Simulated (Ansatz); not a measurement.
**Whose spectrum is this?**

Method: Ansatz, LDA, independent particles, without spin-orbit coupling, line width 0.15 eV (Gaussian); metals get a typed carrier damping. The response is along the first axis of the cell.

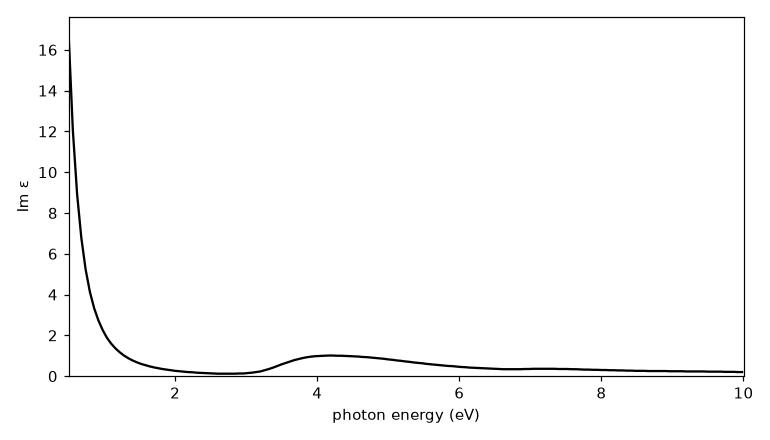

All candidates were run at this level. Which one is shown?
A. ZnAu (Pm-3m)
B. Na (Im-3m)
C. Li (Im-3m)

C. Li (Im-3m): a metal, with a Drude term, main peak of the conductivity above 1 eV at 4.55 eV. The others: ZnAu (Pm-3m), a metal, with a Drude term, main peak of the conductivity above 1 eV at 7.67 eV; Na (Im-3m), a metal, with a Drude term.
